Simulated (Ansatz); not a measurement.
**TaHO (triplet): wB97M-V, B2PLYP over vertical spin and charge gaps, def2-QZVPP**

How well do these functionals follow the top wave-function level for TaHO (triplet) over vertical spin and charge gaps?

The runs use Ansatz 0.2.0, Gaussian basis; def2-QZVPP, all electrons in the functionals, frozen cores in the correlation of double hybrids and RPA.

Plan: wB97M-V, B2PLYP, at charge 0, triplet; charge 0, singlet; charge 0, quintet; charge 1, doublet; charge 1, quartet.

2 further runs of the same task are left out: 2 set aside as unsound or not needed. Runs told in other sessions of the task aren't counted.

**1. What is computed**

The geometry is a PBE0/def2-TZVP stationary point (not a proven minimum). No spin-orbit coupling is included. Elements past krypton take def2 core potentials.

3 atoms, charge 0, spin multiplicity 3.

Atoms are counted from 1 here; the program's logs count them from 0.

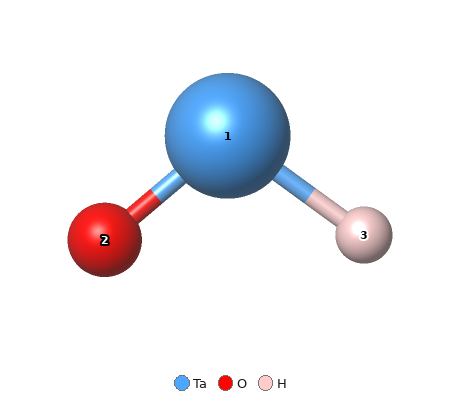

The geometry (tantalum blue, oxygen red, hydrogen pink); atoms are numbered from 1 in the order of the file.

No dispersion term is added; wB97M-V holds VV10 nonlocal correlation.

The geometry shown and the zero of energy belong to the point charge 0, triplet. The yardstick, UCCSD(T), and other wave-function levels (R restricted, U unrestricted, valence and pair active spaces) come from earlier runs.

**2. wB97M-V, charge 0, triplet**

in.yaml reads:

```yaml
crystal:
  periodic: [false, false, false]
  atoms:
    - {symbol: Ta, position_ang: [0.000000, -0.016196, 0.134207]}
    - {symbol: O, position_ang: [0.000000, 0.077043, -1.558659]}
    - {symbol: H, position_ang: [0.000000, 1.684643, 0.648045]}
basis:
  gaussian: {orbitals: "def2-QZVPP.json"}
magnetization: {spin_polarized: true, initial_magnetization: 2}
hamiltonian: {xc: {name: wB97M-V}}
output: {orbitals: {seedname: orbitals}}
```

Command:

```console
$ ansatz run in.yaml --threads 2 --pin off --events-out ev --progress --plain --max-ram 23808MiB --backend cuda --devices 0, --max-vram 18GiB
```

What it wrote, cut to the lines that bear on the results:

```text
Functional definition: wB97M-V
  name "wB97M-V"
  cite "Mardirossian & Head-Gordon, J. Chem. Phys. 144, 214110 (2016) doi:10.1063/1.4952647"
  cite "Becke, J. Chem. Phys. 107, 8554 (1997) doi:10.1063/1.475007"
  cite "Vydrov & Van Voorhis, J. Chem. Phys. 133, 244103 (2010) doi:10.1063/1.3521275"
  # Of w^i u^j: cxij and so on, Table III.
[...]
  gx(w, u) = 1 - cx + cx01*u + cx10*w
  gss(w, u) = css00 + css04*u^4 + css10*w + css20*w^2 + css43*w^4*u^3
  gos(w, u) = cos00 + cos10*w + (cos20 + cos21*u)*w^2 + (cos60 + cos61*u)*w^6
[...]
      + integral(e_c_pw_mod_opposite_spin*gos(b97_w_opposite, b97_u_opposite)) + vv10(b, c)
657 factors; their error is unknown
165 factors; integrals over basis functions are off by at most 6.0e-5 eV
[...]
mean field -3611.55976193 eV, -132.7223732477 hartree, gradient 2.1e-5 eV, S^2 2.008199; 3 other end points of the search recorded, 0 dependent functions left out
reference -3611.55981035 eV, -132.7223750273 hartree; 12, 10 occupied and 156, 158 virtual orbitals, 657 factors
Total energy: -3611.55981035 eV, -132.7223750273 hartree
```

It took 3.9 s on 1 × H100 (card shared with other runs) with 2 threads of AMD EPYC 7R13, shared host; peak host memory 0.98 GiB.

From the report: ⟨S²⟩ of the determinant 2.008 (pure triplet: 2.00).

**3. wB97M-V, charge 0, singlet**

in.yaml: that of step 2 with these lines changed.

```diff
@@ -8,3 +8,3 @@
   gaussian: {orbitals: "def2-QZVPP.json"}
-magnetization: {spin_polarized: true, initial_magnetization: 2}
+magnetization: {spin_polarized: true, initial_magnetization: 0}
 hamiltonian: {xc: {name: wB97M-V}}
```

Same command.

What it wrote, cut to the lines that bear on the results:

```text
Functional definition: wB97M-V
  name "wB97M-V"
  cite "Mardirossian & Head-Gordon, J. Chem. Phys. 144, 214110 (2016) doi:10.1063/1.4952647"
  cite "Becke, J. Chem. Phys. 107, 8554 (1997) doi:10.1063/1.475007"
  cite "Vydrov & Van Voorhis, J. Chem. Phys. 133, 244103 (2010) doi:10.1063/1.3521275"
  # Of w^i u^j: cxij and so on, Table III.
[...]
  gx(w, u) = 1 - cx + cx01*u + cx10*w
  gss(w, u) = css00 + css04*u^4 + css10*w + css20*w^2 + css43*w^4*u^3
  gos(w, u) = cos00 + cos10*w + (cos20 + cos21*u)*w^2 + (cos60 + cos61*u)*w^6
[...]
      + integral(e_c_pw_mod_opposite_spin*gos(b97_w_opposite, b97_u_opposite)) + vv10(b, c)
657 factors; their error is unknown
165 factors; integrals over basis functions are off by at most 6.0e-5 eV
[...]
mean field -3611.49324430 eV, -132.7199287698 hartree, gradient 1.7e-5 eV, S^2 0.710964; 7 other end points of the search recorded, 0 dependent functions left out
reference -3611.49329353 eV, -132.7199305790 hartree; 11, 11 occupied and 157, 157 virtual orbitals, 657 factors
Total energy: -3611.49329353 eV, -132.7199305790 hartree
```

Run time: 5.5 s. Hardware: 1 × H100 (card shared with other runs) with 2 threads of AMD EPYC 7R13, shared host; peak host memory 0.98 GiB.

From the report: ⟨S²⟩ of the determinant 0.711 (pure singlet: 0.00). The determinant of wB97M-V (⟨S²⟩ 0.71) is far from a pure spin state, so its energy mixes those of several spin states; that is harmless only where they are near-degenerate.

From charge 0, triplet: +6.4 kJ/mol.

**4. wB97M-V, charge 0, quintet**

in.yaml: that of step 3 with these lines changed.

```diff
@@ -8,3 +8,3 @@
   gaussian: {orbitals: "def2-QZVPP.json"}
-magnetization: {spin_polarized: true, initial_magnetization: 0}
+magnetization: {spin_polarized: true, initial_magnetization: 4}
 hamiltonian: {xc: {name: wB97M-V}}
```

Same command.

What it wrote, cut to the lines that bear on the results:

```text
Functional definition: wB97M-V
  name "wB97M-V"
  cite "Mardirossian & Head-Gordon, J. Chem. Phys. 144, 214110 (2016) doi:10.1063/1.4952647"
  cite "Becke, J. Chem. Phys. 107, 8554 (1997) doi:10.1063/1.475007"
  cite "Vydrov & Van Voorhis, J. Chem. Phys. 133, 244103 (2010) doi:10.1063/1.3521275"
  # Of w^i u^j: cxij and so on, Table III.
[...]
  gx(w, u) = 1 - cx + cx01*u + cx10*w
  gss(w, u) = css00 + css04*u^4 + css10*w + css20*w^2 + css43*w^4*u^3
  gos(w, u) = cos00 + cos10*w + (cos20 + cos21*u)*w^2 + (cos60 + cos61*u)*w^6
[...]
      + integral(e_c_pw_mod_opposite_spin*gos(b97_w_opposite, b97_u_opposite)) + vv10(b, c)
657 factors; their error is unknown
165 factors; integrals over basis functions are off by at most 6.0e-5 eV
[...]
mean field -3607.12159798 eV, -132.5592737309 hartree, gradient 1.8e-5 eV, S^2 6.010862; 3 other end points of the search recorded, 0 dependent functions left out
reference -3607.12164512 eV, -132.5592754632 hartree; 13, 9 occupied and 155, 159 virtual orbitals, 657 factors
Total energy: -3607.12164512 eV, -132.5592754632 hartree
```

It took 4.3 s on 1 × H100 (card shared with other runs) with 2 threads of AMD EPYC 7R13, shared host; peak host memory 0.98 GiB.

From the report: ⟨S²⟩ of the determinant 6.011 (pure quintet: 6.00).

From charge 0, triplet: +428.2 kJ/mol.

**5. wB97M-V, charge 1, doublet**

in.yaml: that of step 4 with these lines changed.

```diff
@@ -8,3 +8,4 @@
   gaussian: {orbitals: "def2-QZVPP.json"}
-magnetization: {spin_polarized: true, initial_magnetization: 4}
+total_charge: 1
+magnetization: {spin_polarized: true, initial_magnetization: 1}
 hamiltonian: {xc: {name: wB97M-V}}
```

Launched as before.

What it wrote, cut to the lines that bear on the results:

```text
Functional definition: wB97M-V
  name "wB97M-V"
  cite "Mardirossian & Head-Gordon, J. Chem. Phys. 144, 214110 (2016) doi:10.1063/1.4952647"
  cite "Becke, J. Chem. Phys. 107, 8554 (1997) doi:10.1063/1.475007"
  cite "Vydrov & Van Voorhis, J. Chem. Phys. 133, 244103 (2010) doi:10.1063/1.3521275"
  # Of w^i u^j: cxij and so on, Table III.
[...]
  gx(w, u) = 1 - cx + cx01*u + cx10*w
  gss(w, u) = css00 + css04*u^4 + css10*w + css20*w^2 + css43*w^4*u^3
  gos(w, u) = cos00 + cos10*w + (cos20 + cos21*u)*w^2 + (cos60 + cos61*u)*w^6
[...]
      + integral(e_c_pw_mod_opposite_spin*gos(b97_w_opposite, b97_u_opposite)) + vv10(b, c)
657 factors; their error is unknown
165 factors; integrals over basis functions are off by at most 6.0e-5 eV
[...]
mean field -3603.80714616 eV, -132.4374698731 hartree, gradient 9.4e-6 eV, S^2 0.753760; 3 other end points of the search recorded, 0 dependent functions left out
reference -3603.80719024 eV, -132.4374714931 hartree; 11, 10 occupied and 157, 158 virtual orbitals, 657 factors
Total energy: -3603.80719024 eV, -132.4374714931 hartree
```

Run time: 4 s. Hardware: 1 × H100 (card shared with other runs) with 2 threads of AMD EPYC 7R13, shared host; peak host memory 0.98 GiB.

From the report: ⟨S²⟩ of the determinant 0.754 (pure doublet: 0.75).

From charge 0, triplet: +748.0 kJ/mol.

**6. wB97M-V, charge 1, quartet**

in.yaml: that of step 5 with these lines changed.

```diff
@@ -9,3 +9,3 @@
 total_charge: 1
-magnetization: {spin_polarized: true, initial_magnetization: 1}
+magnetization: {spin_polarized: true, initial_magnetization: 3}
 hamiltonian: {xc: {name: wB97M-V}}
```

The command is unchanged.

What it wrote, cut to the lines that bear on the results:

```text
Functional definition: wB97M-V
  name "wB97M-V"
  cite "Mardirossian & Head-Gordon, J. Chem. Phys. 144, 214110 (2016) doi:10.1063/1.4952647"
  cite "Becke, J. Chem. Phys. 107, 8554 (1997) doi:10.1063/1.475007"
  cite "Vydrov & Van Voorhis, J. Chem. Phys. 133, 244103 (2010) doi:10.1063/1.3521275"
  # Of w^i u^j: cxij and so on, Table III.
[...]
  gx(w, u) = 1 - cx + cx01*u + cx10*w
  gss(w, u) = css00 + css04*u^4 + css10*w + css20*w^2 + css43*w^4*u^3
  gos(w, u) = cos00 + cos10*w + (cos20 + cos21*u)*w^2 + (cos60 + cos61*u)*w^6
[...]
      + integral(e_c_pw_mod_opposite_spin*gos(b97_w_opposite, b97_u_opposite)) + vv10(b, c)
657 factors; their error is unknown
165 factors; integrals over basis functions are off by at most 6.0e-5 eV
[...]
mean field -3600.48669489 eV, -132.3154455397 hartree, gradient 1.1e-5 eV, S^2 3.764173; 3 other end points of the search recorded, 0 dependent functions left out
reference -3600.48673858 eV, -132.3154471454 hartree; 12, 9 occupied and 156, 159 virtual orbitals, 657 factors
Total energy: -3600.48673858 eV, -132.3154471454 hartree
```

Wall time 3 s (1 × H100 (card shared with other runs) with 2 threads of AMD EPYC 7R13, shared host); peak host memory 0.96 GiB.

From the report: ⟨S²⟩ of the determinant 3.764 (pure quartet: 3.75).

From charge 0, triplet: +1068.4 kJ/mol.

**7. B2PLYP, charge 0, triplet**

in.yaml reads:

```yaml
crystal:
  periodic: [false, false, false]
  atoms:
    - {symbol: Ta, position_ang: [0.000000, -0.016196, 0.134207]}
    - {symbol: O, position_ang: [0.000000, 0.077043, -1.558659]}
    - {symbol: H, position_ang: [0.000000, 1.684643, 0.648045]}
basis:
  gaussian: {orbitals: "def2-QZVPP.json"}
magnetization: {spin_polarized: true, initial_magnetization: 2}
hamiltonian: {xc: {name: B2PLYP}}
correlation: {electrons: outside_noble_gas}
```

Launched as before.

What it wrote, cut to the lines that bear on the results:

```text
Functional definition: B2PLYP
  name "B2PLYP"
  cite "Grimme, J. Chem. Phys. 124, 034108 (2006) doi:10.1063/1.2148954"
  cite "Becke, Phys. Rev. A 38, 3098 (1988) doi:10.1103/PhysRevA.38.3098"
  cite "Lee, Yang & Parr, Phys. Rev. B 37, 785 (1988) doi:10.1103/PhysRevB.37.785"
[...]
1042 factors; integrals over basis functions are off by at most 9.7e-4 eV
[...]
mean field -3604.93971353 eV, -132.4790909562 hartree, gradient 7.2e-6 eV, S^2 2.011937; 4 other end points of the search recorded, 0 dependent functions left out
5 core orbitals not correlated: weight in the atoms' cores, before any rotation towards them, 0.969 or more for the frozen orbitals, at most 0.026 for the correlated occupied ones
reference -3604.93984585 eV, -132.4790958190 hartree; 7, 5 occupied and 156, 158 virtual orbitals, 1042 factors
second order -14.30257124 eV of doubles, -0.00000000 eV of singles
Total energy: -3608.80154008 eV, -132.6210104645 hartree
```

Wall time 2.1 s (1 × H100 (card shared with other runs) with 2 threads of AMD EPYC 7R13, shared host); peak host memory 0.91 GiB.

From the report: ⟨S²⟩ of the determinant 2.012 (pure triplet: 2.00).

**8. B2PLYP, charge 0, singlet**

in.yaml: that of step 7 with these lines changed.

```diff
@@ -8,3 +8,3 @@
   gaussian: {orbitals: "def2-QZVPP.json"}
-magnetization: {spin_polarized: true, initial_magnetization: 2}
+magnetization: {spin_polarized: true, initial_magnetization: 0}
 hamiltonian: {xc: {name: B2PLYP}}
```

Same command.

What it wrote, cut to the lines that bear on the results:

```text
Functional definition: B2PLYP
  name "B2PLYP"
  cite "Grimme, J. Chem. Phys. 124, 034108 (2006) doi:10.1063/1.2148954"
  cite "Becke, Phys. Rev. A 38, 3098 (1988) doi:10.1103/PhysRevA.38.3098"
  cite "Lee, Yang & Parr, Phys. Rev. B 37, 785 (1988) doi:10.1103/PhysRevB.37.785"
[...]
1042 factors; integrals over basis functions are off by at most 9.7e-4 eV
[...]
mean field -3604.80569579 eV, -132.4741658951 hartree, gradient 2.7e-6 eV, S^2 0.868809; 10 other end points of the search recorded, 0 dependent functions left out
5 core orbitals not correlated: weight in the atoms' cores, before any rotation towards them, 0.972 or more for the frozen orbitals, at most 0.024 for the correlated occupied ones
reference -3604.80582780 eV, -132.4741707465 hartree; 6, 6 occupied and 157, 157 virtual orbitals, 1042 factors
second order -14.62910555 eV of doubles, -0.00000000 eV of singles
Total energy: -3608.75568630 eV, -132.6193253690 hartree
```

It took 5.5 s on 1 × H100 (card shared with other runs) with 2 threads of AMD EPYC 7R13, shared host; peak host memory 0.92 GiB.

From the report: ⟨S²⟩ of the determinant 0.869 (pure singlet: 0.00). The determinant of B2PLYP (⟨S²⟩ 0.87) is far from a pure spin state, so its energy mixes those of several spin states; that is harmless only where they are near-degenerate.

From charge 0, triplet: +4.4 kJ/mol.

**9. B2PLYP, charge 0, quintet**

in.yaml: that of step 8 with these lines changed.

```diff
@@ -8,3 +8,3 @@
   gaussian: {orbitals: "def2-QZVPP.json"}
-magnetization: {spin_polarized: true, initial_magnetization: 0}
+magnetization: {spin_polarized: true, initial_magnetization: 4}
 hamiltonian: {xc: {name: B2PLYP}}
```

Same command.

What it wrote, cut to the lines that bear on the results:

```text
Functional definition: B2PLYP
  name "B2PLYP"
  cite "Grimme, J. Chem. Phys. 124, 034108 (2006) doi:10.1063/1.2148954"
  cite "Becke, Phys. Rev. A 38, 3098 (1988) doi:10.1103/PhysRevA.38.3098"
  cite "Lee, Yang & Parr, Phys. Rev. B 37, 785 (1988) doi:10.1103/PhysRevB.37.785"
[...]
1042 factors; integrals over basis functions are off by at most 9.7e-4 eV
[...]
mean field -3600.73047244 eV, -132.3244041993 hartree, gradient 5.1e-6 eV, S^2 6.013923; 6 other end points of the search recorded, 0 dependent functions left out
5 core orbitals not correlated: weight in the atoms' cores, before any rotation towards them, 0.966 or more for the frozen orbitals, at most 0.029 for the correlated occupied ones
reference -3600.73060755 eV, -132.3244091648 hartree; 8, 4 occupied and 155, 159 virtual orbitals, 1042 factors
second order -13.39779277 eV of doubles, -0.00000000 eV of singles
Total energy: -3604.34801160 eV, -132.4573463116 hartree
```

It took 2.8 s on 1 × H100 (card shared with other runs) with 2 threads of AMD EPYC 7R13, shared host; peak host memory 0.91 GiB.

From the report: ⟨S²⟩ of the determinant 6.014 (pure quintet: 6.00).

From charge 0, triplet: +429.7 kJ/mol.

**10. B2PLYP, charge 1, doublet**

in.yaml: that of step 9 with these lines changed.

```diff
@@ -8,3 +8,4 @@
   gaussian: {orbitals: "def2-QZVPP.json"}
-magnetization: {spin_polarized: true, initial_magnetization: 4}
+total_charge: 1
+magnetization: {spin_polarized: true, initial_magnetization: 1}
 hamiltonian: {xc: {name: B2PLYP}}
```

The command is unchanged.

What it wrote, cut to the lines that bear on the results:

```text
Functional definition: B2PLYP
  name "B2PLYP"
  cite "Grimme, J. Chem. Phys. 124, 034108 (2006) doi:10.1063/1.2148954"
  cite "Becke, Phys. Rev. A 38, 3098 (1988) doi:10.1103/PhysRevA.38.3098"
  cite "Lee, Yang & Parr, Phys. Rev. B 37, 785 (1988) doi:10.1103/PhysRevB.37.785"
[...]
1042 factors; integrals over basis functions are off by at most 9.7e-4 eV
[...]
mean field -3597.26820133 eV, -132.1971680830 hartree, gradient 8.3e-6 eV, S^2 0.760082; 2 other end points of the search recorded, 0 dependent functions left out
5 core orbitals not correlated: weight in the atoms' cores, before any rotation towards them, 0.974 or more for the frozen orbitals, at most 0.022 for the correlated occupied ones
reference -3597.26832684 eV, -132.1971726953 hartree; 6, 5 occupied and 157, 158 virtual orbitals, 1042 factors
second order -14.67480407 eV of doubles, -0.00000000 eV of singles
Total energy: -3601.23052394 eV, -132.3427807530 hartree
```

Run time: 3 s. Hardware: 1 × H100 (card shared with other runs) with 2 threads of AMD EPYC 7R13, shared host; peak host memory 0.91 GiB.

From the report: ⟨S²⟩ of the determinant 0.760 (pure doublet: 0.75).

From charge 0, triplet: +730.5 kJ/mol.

**11. B2PLYP, charge 1, quartet**

in.yaml: that of step 10 with these lines changed.

```diff
@@ -9,3 +9,3 @@
 total_charge: 1
-magnetization: {spin_polarized: true, initial_magnetization: 1}
+magnetization: {spin_polarized: true, initial_magnetization: 3}
 hamiltonian: {xc: {name: B2PLYP}}
```

Same command.

What it wrote, cut to the lines that bear on the results:

```text
Functional definition: B2PLYP
  name "B2PLYP"
  cite "Grimme, J. Chem. Phys. 124, 034108 (2006) doi:10.1063/1.2148954"
  cite "Becke, Phys. Rev. A 38, 3098 (1988) doi:10.1103/PhysRevA.38.3098"
  cite "Lee, Yang & Parr, Phys. Rev. B 37, 785 (1988) doi:10.1103/PhysRevB.37.785"
[...]
1042 factors; integrals over basis functions are off by at most 9.7e-4 eV
[...]
mean field -3594.21930903 eV, -132.0851233575 hartree, gradient 5.5e-6 eV, S^2 3.772086; 4 other end points of the search recorded, 0 dependent functions left out
5 core orbitals not correlated: weight in the atoms' cores, before any rotation towards them, 0.970 or more for the frozen orbitals, at most 0.025 for the correlated occupied ones
reference -3594.21943473 eV, -132.0851279770 hartree; 7, 4 occupied and 156, 159 virtual orbitals, 1042 factors
second order -13.68814564 eV of doubles, -0.00000000 eV of singles
Total energy: -3597.91523406 eV, -132.2209460970 hartree
```

Run time: 2.6 s. Hardware: 1 × H100 (card shared with other runs) with 2 threads of AMD EPYC 7R13, shared host; peak host memory 0.91 GiB.

From the report: ⟨S²⟩ of the determinant 3.772 (pure quartet: 3.75).

From charge 0, triplet: +1050.4 kJ/mol.

**12. Against the wave-function levels**

No level is safe as a reference over these points; UCCSD(T) serves as a yardstick only. It comes from earlier runs at the same points. Energies in kJ/mol, counted from charge 0, triplet; blanks weren't run or aren't comparable.

```
   level  triplet to singlet  triplet to quintet  ionisation to the doublet cation  ionisation to the quartet cation
UCCSD(T)                                   415.5                             729.9                            1045.6
 wB97M-V                 6.4               428.2                             748.0                            1068.4
  B2PLYP                 4.4               429.7                             730.5                            1050.4
```

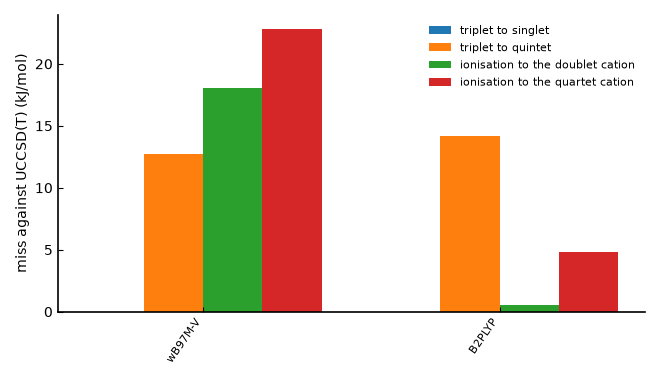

Misses of the gaps against UCCSD(T).

Largest miss and mean time a point (UCCSD(T) took 22 s a point; shared hosts):

```
  level  largest miss (kJ/mol)                             where  time a point
wB97M-V                  +22.8  ionisation to the quartet cation         4.1 s
 B2PLYP                  +14.2                triplet to quintet         3.2 s
```

**13. Results**

| quantity | value |
| --- | --- |
| triplet to quintet, UCCSD(T) | 415.5 kJ/mol |
| ionisation to the doublet cation, UCCSD(T) | 729.9 kJ/mol |
| ionisation to the quartet cation, UCCSD(T) | 1045.6 kJ/mol |
| largest miss, wB97M-V | +22.8 kJ/mol (ionisation to the quartet cation) |
| largest miss, B2PLYP | +14.2 kJ/mol (triplet to quintet) |

In words: Misses are known at 3 of 4 points at best, and only functionals with that many are ranked. Of the functionals, B2PLYP keep the smallest largest miss at the points compared (at most 14.2 kJ/mol) and wB97M-V strays most (22.8 kJ/mol, at ionisation to the quartet cation). wB97M-V, B2PLYP clearly break the spin symmetry at some points (⟨S²⟩ up to 0.87 above the pure value), so energy there is bought with a mixed spin. Functionals and the yardstick converge differently with the basis, so part of each miss in def2-QZVPP is the basis. The yardstick itself may be off where one determinant is a poor start.
